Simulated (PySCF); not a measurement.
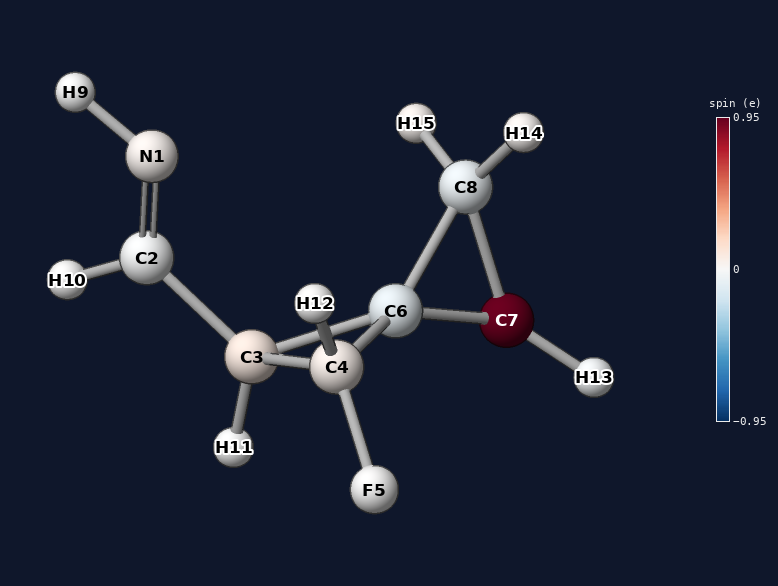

Atoms are coloured by their Mulliken spin populations. State: neutral, doublet. The computed structure is the end point of a GFN2-xTB optimisation. No frequency run is at hand to confirm it as a minimum. Method: UKS B3LYP, pcH-1 on C F H N, non-relativistic (PySCF 2.14.0).

Give the Mulliken spin populations atom by atom.

| atom | value (e) |
| --- | --- |
| N1 | 0.03 |
| C2 | −0.01 |
| C3 | 0.08 |
| C4 | 0.05 |
| F5 | 0.00 |
| C6 | −0.07 |
| C7 | 0.94 |
| C8 | −0.06 |
| H9 | 0.00 |
| H10 | 0.00 |
| H11 | 0.00 |
| H12 | 0.01 |
| H13 | −0.02 |
| H14 | 0.03 |
| H15 | 0.03 |

Mulliken values depend strongly on the basis set.
